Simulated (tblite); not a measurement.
## Geometry relaxation of BSi₂H₇O₄ (part 1 of 2)

- system: BSi₂H₇O₄, SMILES OB(O)O[SiH2]O[SiH3]
- method: GFN2-xTB geometry optimisation, gas phase (tblite 0.8.0)

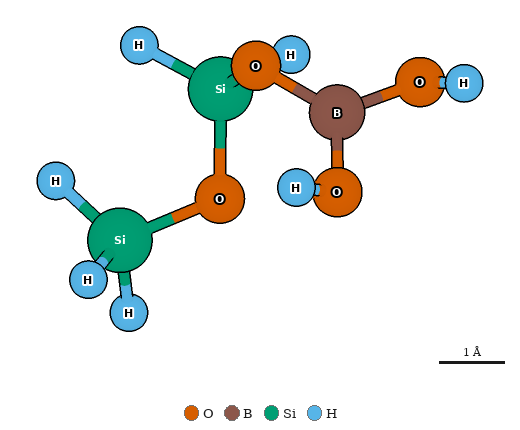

*The structure as given in the input (ball-and-stick view, seen at a tilt).*

### The input
```
{"job": {"kind": "relax", "xc": "GFN2-xTB", "basis": "xTB"}, "charge": 0, "multiplicity": 1}
O      1.992280     0.318201    -1.474601
B      1.967087    -0.084607    -0.088267
O      2.838402     0.643109     0.840792
O      1.096532    -1.178494     0.337210
Si    -0.304559    -0.469778     1.071931
O     -0.952769     0.702071     0.013791
Si    -2.467923     0.290683    -0.596739
H      1.915968    -0.475358    -2.045373
H      3.758147     0.689417     0.453710
H      0.236353     0.290603     2.262078
H     -1.247548    -1.481749     1.534786
H     -2.369221    -0.240225    -1.968530
H     -3.241396     1.581421    -0.684529
H     -3.262138    -0.593201     0.257044
```

The first line tells a small driver script what to run in tblite; the rest is the geometry in Å.

Machine: 1 CPU thread, shared host.

Launched with:
```bash
OMP_NUM_THREADS=1 python <driver script> task.json out
```

### The program's output
```
step      E/eV     max force
  0    -673.88141    3.278
  1    -674.46506    2.506
  2    -674.93359    1.995
  3    -675.03967    0.936
  4    -675.15852    0.775
  5    -675.30133    1.254
  6    -675.39293    1.136
  7    -675.50041    0.871
  8    -675.55566    0.567
  9    -675.60795    0.497
 10    -675.64495    0.575
 11    -675.67594    0.670
 12    -675.70544    0.509
 13    -675.72588    0.330
 14    -675.73869    0.257
 15    -675.74556    0.246
 16    -675.75802    0.298
 17    -675.76372    0.270
 18    -675.77209    0.251
 19    -675.78205    0.320
 20    -675.79651    0.372
 21    -675.81127    0.383
 22    -675.82537    0.393
 23    -675.83953    0.290
 24    -675.85355    0.305
 25    -675.86408    0.289
 26    -675.87324    0.277
 27    -675.88283    0.247
 28    -675.89217    0.247
 29    -675.89952    0.246
 30    -675.90325    0.141
 31    -675.90472    0.204
 32    -675.90751    0.157
 33    -675.91143    0.127
 34    -675.91539    0.150
 35    -675.91817    0.107
 36    -675.91967    0.088
 37    -675.92079    0.097
 38    -675.92229    0.113
 39    -675.92452    0.126
 40    -675.92641    0.100
 41    -675.92753    0.073
 42    -675.92821    0.048
 43    -675.92855    0.062
 44    -675.92893    0.055
 45    -675.92993    0.077
 46    -675.93081    0.076
 47    -675.93176    0.089
 48    -675.93234    0.076
 49    -675.93284    0.066
 50    -675.93329    0.064
 51    -675.93366    0.048
 52    -675.93401    0.069
 53    -675.93438    0.074
 54    -675.93477    0.058
 55    -675.93514    0.045
 56    -675.93545    0.033
 57    -675.93567    0.032
 58    -675.93582    0.032
 59    -675.93598    0.035
 60    -675.93621    0.039
 61    -675.93662    0.060
 62    -675.93725    0.070
 63    -675.93797    0.056
 64    -675.93856    0.045
 65    -675.93896    0.045
 66    -675.93929    0.048
 67    -675.93971    0.050
 68    -675.94027    0.055
 69    -675.94080    0.049
 70    -675.94111    0.043
 71    -675.94128    0.028
 72    -675.94141    0.028
 73    -675.94155    0.030
 74    -675.94172    0.037
 75    -675.94189    0.045
 76    -675.94203    0.030
 77    -675.94214    0.021
 78    -675.94222    0.015
 79    -675.94226    0.013
 80    -675.94228    0.013
 81    -675.94232    0.014
 82    -675.94239    0.021
 83    -675.94248    0.025
 84    -675.94258    0.021
 85    -675.94267    0.027
 86    -675.94276    0.029
 87    -675.94286    0.036
 88    -675.94300    0.043
 89    -675.94313    0.033
 90    -675.94324    0.033
 91    -675.94338    0.042
 92    -675.94362    0.048
 93    -675.94404    0.079
 94    -675.94459    0.091
 95    -675.94511    0.065
 96    -675.94543    0.031
 97    -675.94557    0.029
 98    -675.94574    0.034
 99    -675.94596    0.039
100    -675.94614    0.045
101    -675.94619    0.053
102    -675.94634    0.019
103    -675.94637    0.012
104    -675.94640    0.012
105    -675.94642    0.016
106    -675.94646    0.015
107    -675.94649    0.012
108    -675.94652    0.011
109    -675.94657    0.017
110    -675.94664    0.020
111    -675.94671    0.020
112    -675.94678    0.019
113    -675.94686    0.021
114    -675.94697    0.028
115    -675.94715    0.040
116    -675.94736    0.040
117    -675.94756    0.042
118    -675.94774    0.049
119    -675.94788    0.057
120    -675.94802    0.046
121    -675.94823    0.037
122    -675.94851    0.046
123    -675.94881    0.067
124    -675.94910    0.071
125    -675.94942    0.058
126    -675.94976    0.050
127    -675.95013    0.069
128    -675.95046    0.093
129    -675.95085    0.069
130    -675.95113    0.037
131    -675.95132    0.031
132    -675.95155    0.042
133    -675.95179    0.048
134    -675.95199    0.041
135    -675.95211    0.032
136    -675.95216    0.025
137    -675.95220    0.027
138    -675.95224    0.018
139    -675.95230    0.020
140    -675.95235    0.027
141    -675.95242    0.034
142    -675.95248    0.025
143    -675.95256    0.028
144    -675.95264    0.039
145    -675.95268    0.032
146    -675.95279    0.023
147    -675.95287    0.019
148    -675.95298    0.033
149    -675.95306    0.035
150    -675.95316    0.032
151    -675.95322    0.021
152    -675.95327    0.017
153    -675.95332    0.027
154    -675.95338    0.023
155    -675.95345    0.016
156    -675.95348    0.018
157    -675.95350    0.010
158    -675.95351    0.024
159    -675.95352    0.012
160    -675.95353    0.009
161    -675.95355    0.008
162    -675.95356    0.010
163    -675.95358    0.010
164    -675.95359    0.008
```

### Trajectory as extended XYZ (Å, eV, eV/Å), 29 frames, from step=0 to step=164
```
14
Properties=species:S:1:pos:R:3:forces:R:3 step=0 energy=-673.88141
O     1.9923    0.3182   -1.4746    0.4880  -1.9910   1.9780
B     1.9671   -0.0846   -0.0883    0.4520   0.2870  -0.2290
O     2.8384    0.6431    0.8408   -0.3400  -1.9360  -2.2920
O     1.0965   -1.1785    0.3372   -0.4360   3.2460   0.1310
Si   -0.3046   -0.4698    1.0719    1.9360   1.0960  -0.3400
O    -0.9528    0.7021    0.0138   -0.9260  -2.4130   0.9300
Si   -2.4679    0.2907   -0.5967    0.0030   1.4770  -0.4640
H     1.9160   -0.4754   -2.0454   -0.3390   0.9480   0.4420
H     3.7581    0.6894    0.4537   -1.6410   0.3050   0.5530
H     0.2364    0.2906    2.2621   -0.4830  -0.2970  -0.7450
H    -1.2475   -1.4817    1.5348    0.3620  -0.1220  -0.4180
H    -2.3692   -0.2402   -1.9685    0.1980  -0.0520   0.3010
H    -3.2414    1.5814   -0.6845    0.5530  -0.4990   0.1380
H    -3.2621   -0.5932    0.2570    0.1730  -0.0500   0.0150
14
Properties=species:S:1:pos:R:3:forces:R:3 step=6 energy=-675.39293
O     2.1832    0.1982   -1.4471    0.0960  -0.8300   0.3060
B     2.0107   -0.1149   -0.1198    0.4250   0.3130  -0.0470
O     2.8233    0.4435    0.8204    0.3220  -0.1180  -0.5250
O     1.0405   -0.9338    0.3490   -0.0710  -0.2440  -0.4260
Si   -0.2585   -0.4183    1.1429    0.4050   0.4890  -0.1070
O    -1.0925    0.4824    0.0926   -0.0050   0.4460   0.0110
Si   -2.5282    0.3250   -0.6318   -0.1890   0.4990  -0.1740
H     1.7923   -0.4377   -2.0593   -0.0600   0.4420   0.2570
H     3.6407    0.7866    0.4452   -0.2410   0.1990   0.1360
H     0.1930    0.3534    2.2636   -0.0950   0.4180   0.3400
H    -1.1055   -1.5057    1.4379   -0.2700  -1.0750   0.2490
H    -2.3227   -0.2454   -1.9464    0.0630  -0.0640  -0.2960
H    -3.1851    1.6355   -0.6630    0.2080  -0.0450   0.0110
H    -3.2319   -0.5767    0.2290   -0.5860  -0.4290   0.2640
14
Properties=species:S:1:pos:R:3:forces:R:3 step=12 energy=-675.70544
O     2.3505    0.0016   -1.4450    0.2950   0.1380   0.1410
B     2.0765   -0.1799   -0.1261    0.3400   0.1900  -0.1370
O     2.9120    0.3664    0.7908   -0.2100  -0.0770   0.1880
O     0.9818   -0.8658    0.2639    0.0370   0.0170   0.2490
Si   -0.2699   -0.4016    1.1712    0.0740   0.2730   0.0660
O    -1.1776    0.5135    0.1719   -0.1850  -0.1770   0.2120
Si   -2.5835    0.3195   -0.6277   -0.0040   0.2090   0.0130
H     1.6947   -0.3484   -2.0332   -0.2460  -0.1890  -0.2700
H     3.6087    0.9215    0.4445    0.0540  -0.0790  -0.1460
H     0.1079    0.4753    2.3017   -0.2120  -0.2840  -0.3650
H    -0.9510   -1.6629    1.4352    0.1430   0.0320   0.0740
H    -2.3025   -0.2290   -1.9710   -0.0720   0.0940   0.2300
H    -3.1177    1.6933   -0.6594    0.0540  -0.2770  -0.0390
H    -3.3706   -0.6115    0.1965   -0.0680   0.1300  -0.2170
14
Properties=species:S:1:pos:R:3:forces:R:3 step=18 energy=-675.77209
O     2.3989   -0.0482   -1.4661    0.0370   0.1370   0.1120
B     2.1238   -0.1734   -0.1377   -0.0510  -0.0290  -0.0140
O     2.9290    0.3717    0.8006   -0.0010   0.0400  -0.1430
O     1.0173   -0.8296    0.2731   -0.2100   0.0220   0.0110
Si   -0.2590   -0.4084    1.1612   -0.0400   0.0280   0.1970
O    -1.2476    0.5060    0.2499    0.0070  -0.2290   0.0210
Si   -2.6092    0.3318   -0.6143   -0.0220   0.0560   0.0120
H     1.6884   -0.3441   -2.0336    0.0770  -0.1070  -0.0260
H     3.6205    0.9114    0.4251    0.2490   0.0300  -0.0080
H     0.0409    0.4817    2.2768    0.0130  -0.0740  -0.0390
H    -0.8592   -1.7026    1.4683    0.0940   0.0530  -0.0320
H    -2.3102   -0.2048   -1.9396    0.0510  -0.0290  -0.0630
H    -3.1120    1.6927   -0.6747   -0.0780   0.1150  -0.0160
H    -3.4623   -0.5921    0.1242   -0.1280  -0.0140  -0.0130
14
Properties=species:S:1:pos:R:3:forces:R:3 step=24 energy=-675.85355
O     2.4499   -0.0423   -1.4753   -0.1700  -0.1730  -0.1140
B     2.1499   -0.1284   -0.1508   -0.0900   0.1230   0.0550
O     2.9889    0.4337    0.7482    0.1180   0.0120   0.1270
O     1.0172   -0.7317    0.2814    0.1170   0.2600  -0.1090
Si   -0.2567   -0.4276    1.2212   -0.1510  -0.1960  -0.1390
O    -1.4074    0.3345    0.3655   -0.0240   0.0480  -0.0350
Si   -2.7008    0.3717   -0.6130    0.0070  -0.2880   0.0390
H     1.7806   -0.4226   -2.0487    0.1500   0.0390   0.0510
H     3.7745    0.8462    0.3827   -0.1240  -0.0850  -0.0450
H    -0.0198    0.4973    2.3062    0.0980   0.0910   0.1520
H    -0.6823   -1.7881    1.5259   -0.0100   0.0170   0.0470
H    -2.2870   -0.1719   -1.9063    0.0000   0.0690  -0.1010
H    -3.1578    1.7574   -0.7027    0.1090  -0.0380   0.0810
H    -3.6900   -0.5361   -0.0213   -0.0290   0.1220  -0.0070
14
Properties=species:S:1:pos:R:3:forces:R:3 step=30 energy=-675.90325
O     2.5093   -0.1116   -1.4740    0.0790   0.0440   0.0180
B     2.1652   -0.0559   -0.1537    0.0140  -0.0270  -0.0610
O     3.0584    0.4429    0.7371   -0.0420   0.0880  -0.0630
O     0.9714   -0.5030    0.2570   -0.0760  -0.0200  -0.0840
Si   -0.2848   -0.4440    1.2603    0.0320   0.1030  -0.0470
O    -1.5578    0.1621    0.4592   -0.0330  -0.0380  -0.0040
Si   -2.7586    0.3355   -0.6171    0.0200   0.0500  -0.0170
H     1.8475   -0.4736   -2.0618   -0.0200  -0.0020   0.0690
H     3.8474    0.7969    0.3244    0.0060  -0.0840   0.0250
H    -0.0498    0.5046    2.3380   -0.0600  -0.0290   0.0630
H    -0.5241   -1.8487    1.5703   -0.0360   0.0290   0.0300
H    -2.2647   -0.1173   -1.9211   -0.0570  -0.0300   0.0220
H    -3.1082    1.7594   -0.6735    0.1000  -0.0650   0.0760
H    -3.8921   -0.4551   -0.1316    0.0730  -0.0200  -0.0250
14
Properties=species:S:1:pos:R:3:forces:R:3 step=36 energy=-675.91967
O     2.5384   -0.1130   -1.4783   -0.0500  -0.0530   0.0440
B     2.1617   -0.0339   -0.1683   -0.0270   0.0320   0.0050
O     3.0435    0.4752    0.7269   -0.0530  -0.0060   0.0200
O     0.9432   -0.4511    0.2105   -0.0200   0.0290   0.0220
Si   -0.2823   -0.4295    1.2584    0.0230  -0.0020  -0.0130
O    -1.5851    0.1236    0.4738    0.0310  -0.0240   0.0000
Si   -2.7578    0.3226   -0.6255   -0.0090   0.0300   0.0490
H     1.8622   -0.4857   -2.0415    0.0110  -0.0060  -0.0880
H     3.8647    0.7487    0.3176    0.0250  -0.0050   0.0330
H    -0.0689    0.4896    2.3693   -0.0220  -0.0080  -0.0480
H    -0.5194   -1.8320    1.5915    0.0510   0.0270  -0.0190
H    -2.2815   -0.1217   -1.9378   -0.0200  -0.0290   0.0250
H    -3.0546    1.7524   -0.6314    0.0200   0.0490   0.0010
H    -3.9049   -0.4530   -0.1519    0.0410  -0.0350  -0.0330
14
Properties=species:S:1:pos:R:3:forces:R:3 step=42 energy=-675.92821
O     2.5583   -0.1653   -1.4721   -0.0080   0.0240  -0.0400
B     2.1527   -0.0070   -0.1791    0.0000  -0.0230  -0.0110
O     3.0385    0.4898    0.7198   -0.0430   0.0060   0.0120
O     0.9068   -0.3446    0.1826    0.0000   0.0050  -0.0180
Si   -0.2852   -0.4215    1.2615    0.0070  -0.0290   0.0340
O    -1.6370    0.0382    0.5058    0.0020   0.0200   0.0080
Si   -2.7687    0.3290   -0.6132   -0.0010  -0.0370  -0.0240
H     1.8851   -0.4979   -2.0648    0.0170  -0.0150   0.0220
H     3.8842    0.7110    0.3278   -0.0090  -0.0220   0.0250
H    -0.1051    0.4955    2.3778   -0.0100   0.0260  -0.0200
H    -0.4371   -1.8345    1.5978    0.0440   0.0080  -0.0170
H    -2.2953   -0.1229   -1.9229    0.0260   0.0160  -0.0210
H    -3.0006    1.7719   -0.6001   -0.0060   0.0010   0.0120
H    -3.9373   -0.4494   -0.2076   -0.0190   0.0200   0.0360
14
Properties=species:S:1:pos:R:3:forces:R:3 step=48 energy=-675.93234
O     2.5637   -0.1762   -1.4768    0.0090  -0.0190   0.0090
B     2.1404    0.0026   -0.1917   -0.0250   0.0700  -0.0160
O     3.0116    0.4981    0.7212    0.0360  -0.0340   0.0070
O     0.8798   -0.2887    0.1556   -0.0170  -0.0490  -0.0470
Si   -0.2831   -0.4161    1.2620    0.0000   0.0100  -0.0310
O    -1.6590   -0.0023    0.5230   -0.0090  -0.0320   0.0040
Si   -2.7686    0.3206   -0.6106    0.0220   0.0190   0.0030
H     1.9007   -0.5192   -2.0751    0.0070   0.0080   0.0330
H     3.8807    0.6732    0.3582   -0.0170   0.0060   0.0130
H    -0.1295    0.5166    2.3693    0.0110  -0.0030  -0.0060
H    -0.3632   -1.8373    1.5902    0.0030   0.0240   0.0090
H    -2.2867   -0.1145   -1.9252    0.0020   0.0090   0.0240
H    -2.9719    1.7687   -0.5741   -0.0170  -0.0130  -0.0120
H    -3.9557   -0.4334   -0.2127   -0.0060   0.0040   0.0110
14
Properties=species:S:1:pos:R:3:forces:R:3 step=54 energy=-675.93477
O     2.5746   -0.1841   -1.4767    0.0090   0.0240   0.0200
B     2.1303    0.0174   -0.2029    0.0190  -0.0460   0.0300
O     2.9962    0.4892    0.7272    0.0020   0.0150   0.0100
O     0.8596   -0.2646    0.1204   -0.0080   0.0220  -0.0090
Si   -0.2782   -0.4106    1.2530    0.0070   0.0250  -0.0490
O    -1.6792   -0.0431    0.5375   -0.0030  -0.0110  -0.0110
Si   -2.7683    0.3190   -0.6043   -0.0120   0.0170   0.0230
H     1.9101   -0.5292   -2.0705   -0.0090  -0.0050  -0.0410
H     3.8741    0.6542    0.3810   -0.0230  -0.0030   0.0070
H    -0.1390    0.5295    2.3555    0.0340   0.0070  -0.0080
H    -0.3123   -1.8290    1.5889   -0.0150  -0.0250   0.0300
H    -2.2776   -0.1058   -1.9169    0.0030  -0.0050   0.0000
H    -2.9638    1.7687   -0.5652    0.0030  -0.0120   0.0020
H    -3.9673   -0.4195   -0.2136   -0.0060  -0.0030  -0.0040
14
Properties=species:S:1:pos:R:3:forces:R:3 step=60 energy=-675.93621
O     2.5816   -0.1901   -1.4732    0.0380   0.0080   0.0010
B     2.1240    0.0208   -0.2061    0.0000  -0.0070  -0.0070
O     2.9811    0.4842    0.7365   -0.0300  -0.0090  -0.0130
O     0.8405   -0.2312    0.0910   -0.0030  -0.0160   0.0090
Si   -0.2748   -0.4051    1.2411   -0.0080  -0.0030   0.0340
O    -1.6930   -0.0802    0.5420   -0.0070   0.0090   0.0000
Si   -2.7699    0.3167   -0.5997   -0.0280  -0.0070   0.0120
H     1.9225   -0.5315   -2.0759    0.0030   0.0130  -0.0160
H     3.8632    0.6386    0.3982    0.0210   0.0030   0.0110
H    -0.1285    0.5378    2.3417    0.0160   0.0100  -0.0250
H    -0.2868   -1.8210    1.5963    0.0020  -0.0010   0.0060
H    -2.2737   -0.1022   -1.9123   -0.0100  -0.0030  -0.0020
H    -2.9497    1.7679   -0.5515    0.0030  -0.0050   0.0050
H    -3.9773   -0.4126   -0.2147    0.0030   0.0090  -0.0160
14
Properties=species:S:1:pos:R:3:forces:R:3 step=66 energy=-675.93929
O     2.6065   -0.1758   -1.4768   -0.0310   0.0010   0.0010
B     2.1189    0.0045   -0.2163   -0.0010  -0.0030  -0.0020
O     2.9430    0.4707    0.7531    0.0190  -0.0250   0.0210
O     0.8341   -0.2784    0.0537    0.0010  -0.0100  -0.0080
Si   -0.2676   -0.4058    1.2263    0.0120   0.0010  -0.0050
O    -1.6930   -0.0817    0.5398   -0.0010  -0.0090   0.0410
Si   -2.7841    0.3155   -0.5891    0.0420  -0.0140  -0.0130
H     1.9533   -0.5015   -2.0954    0.0420   0.0020  -0.0230
H     3.8378    0.6309    0.4515   -0.0130   0.0120  -0.0060
H    -0.0708    0.5743    2.2839   -0.0210   0.0150   0.0130
H    -0.2865   -1.8099    1.6289   -0.0100   0.0240  -0.0080
H    -2.2807   -0.1044   -1.8980   -0.0330  -0.0010  -0.0260
H    -2.9597    1.7665   -0.5409   -0.0080   0.0080   0.0120
H    -3.9918   -0.4129   -0.2075    0.0000   0.0000   0.0050
14
Properties=species:S:1:pos:R:3:forces:R:3 step=72 energy=-675.94141
O     2.6219   -0.1685   -1.4775    0.0200   0.0200   0.0020
B     2.1113   -0.0076   -0.2246   -0.0040  -0.0020  -0.0020
O     2.9148    0.4453    0.7689   -0.0010  -0.0210   0.0020
O     0.8212   -0.2942    0.0205   -0.0020   0.0010   0.0070
Si   -0.2586   -0.3980    1.2178   -0.0150   0.0150  -0.0110
O    -1.6996   -0.0959    0.5539    0.0000   0.0030  -0.0230
Si   -2.7806    0.3103   -0.5825   -0.0110   0.0050   0.0080
H     1.9887   -0.4831   -2.1214    0.0120  -0.0050  -0.0040
H     3.8125    0.6254    0.4890    0.0020  -0.0010  -0.0170
H    -0.0472    0.6065    2.2501   -0.0140   0.0010   0.0070
H    -0.2772   -1.7928    1.6441    0.0070  -0.0090   0.0170
H    -2.2995   -0.1061   -1.9018   -0.0020   0.0080   0.0100
H    -2.9556    1.7618   -0.5215    0.0080  -0.0050  -0.0040
H    -3.9930   -0.4110   -0.2016    0.0000  -0.0100   0.0080
```
